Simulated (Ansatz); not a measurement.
## Electronic structure of C$_{4}$H$_{5}$ClGe in real space

Input file:

```
crystal:
  periodic: [false, false, false]
  atoms:
    - { symbol: Cl, position_ang: [2.8754, -0.1129, -1.1085] }
    - { symbol: Ge, position_ang: [1.3054, -0.3719, 0.3591] }
    - { symbol: C, position_ang: [0.2212, 1.1837, 0.5022] }
    - { symbol: C, position_ang: [-1.005, 0.9649, 0.041] }
    - { symbol: C, position_ang: [-1.2533, -0.395, -0.4646] }
    - { symbol: C, position_ang: [-0.2186, -1.2247, -0.3933] }
    - { symbol: H, position_ang: [1.7492, -0.9598, 1.7225] }
    - { symbol: H, position_ang: [0.5513, 2.1334, 0.9014] }
    - { symbol: H, position_ang: [-1.7658, 1.7341, 0.0371] }
    - { symbol: H, position_ang: [-2.2102, -0.6993, -0.8676] }
    - { symbol: H, position_ang: [-0.2496, -2.2524, -0.7292] }
basis:
  gaussian:
    orbitals: def2-SVP
hamiltonian:
  xc: b3lyp
  dispersion: d3bj
output:
  orbitals: {}
```

Level of theory: SCF B3LYP, Gaussian basis (Ansatz 0.2.0).

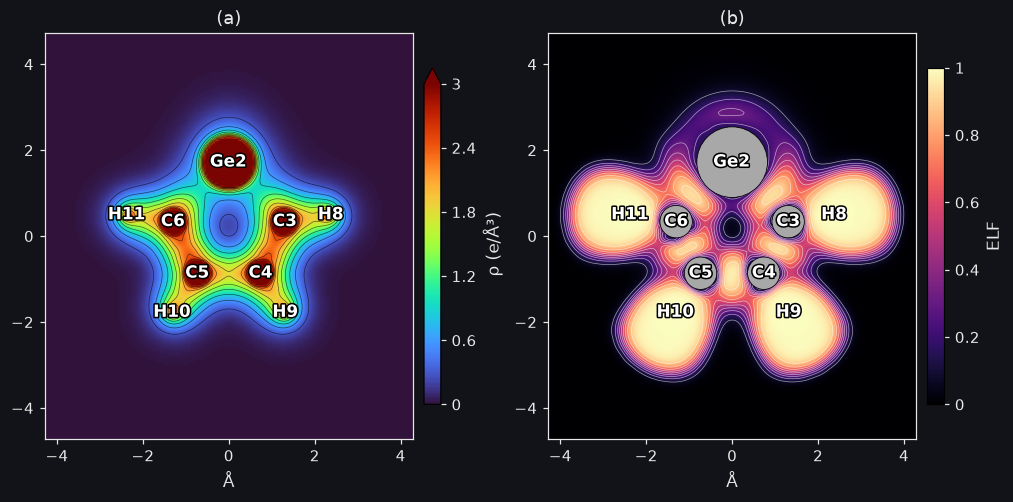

Figure 1. (a) electron density; (b) electron localisation function on the plane of atoms Ge2, C3 and C4. Grey discs cover the atomic cores in the ELF map.

### What do the fields say about this system?

The plane passes through Ge, C and H nuclei. C–C (1.33 Å): ρ is about 2.3 e/Å³ halfway; the ELF peaks at about 0.95 between the atoms: a short, multiple covalent bond. C–Ge (1.90 Å): ρ at the midpoint is about 0.96 e/Å³; the ELF peaks at about 0.90 in the valence shell of C, 0.7 Å from its nucleus, and is about 0.70 at the midpoint. C–H (1.08 Å): ρ is about 2 e/Å³ halfway; the ELF climbs to about 1 towards the hydrogen, as it does in any bond to H: a covalent bond by its length. C–C (1.47 Å): ρ at the midpoint is about 1.8 e/Å³; the ELF peaks at about 0.95 between the atoms; a covalent bond.

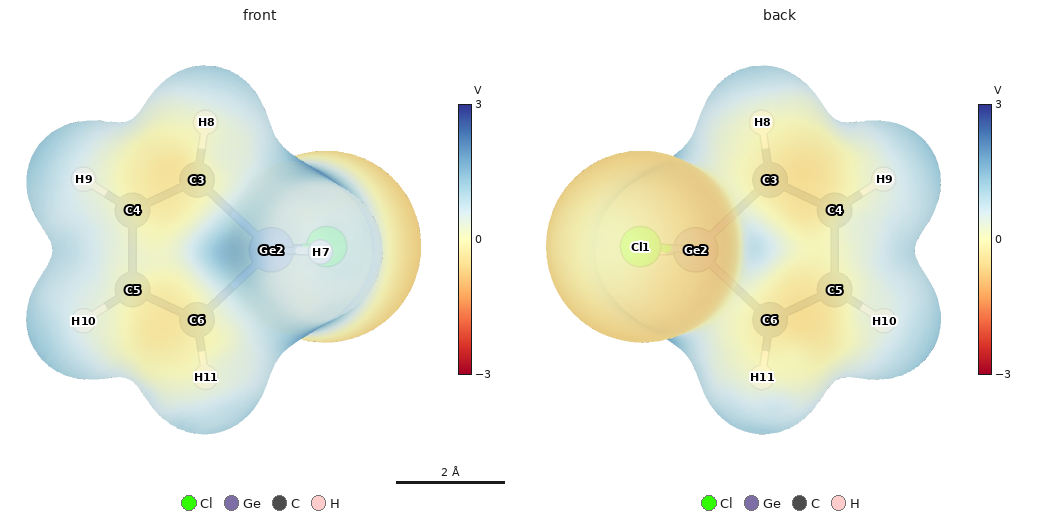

Figure 2. The electrostatic potential painted on the density surface at 0.004 e/bohr³, seen from the front and from behind; the colour scale runs from red (negative) to blue (positive).

### Which sites attract a positive test charge, and which a negative one?

A positive charge is drawn to the negative regions and a negative charge to the positive ones. The most negative region (about −0.7 V) lies over Cl1, the most positive (about +2.1 V) over Ge2.

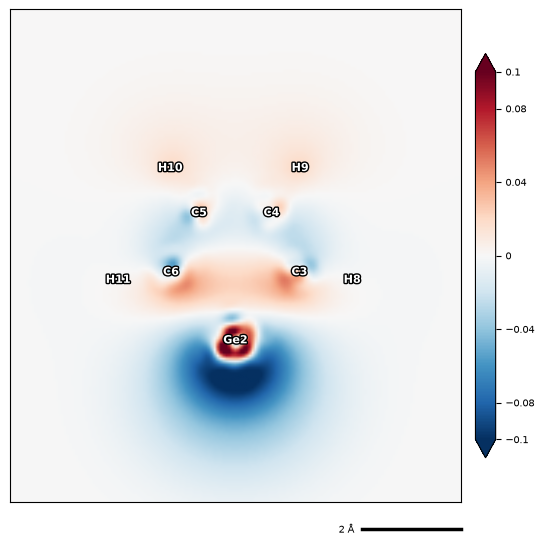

Figure 3. The LUMO on the plane of atoms C3, C4 and H9 (values in Å⁻³ᐟ²; the overall sign is arbitrary).

### What is the character of this orbital?

It lies mainly on C3 (about 20 %), C6 (about 20 %), Ge2 (about 15 %), C4 (about 15 %), C5 (about 15 %) and Cl1 (about 10 %). Its energy is −1.94 eV.
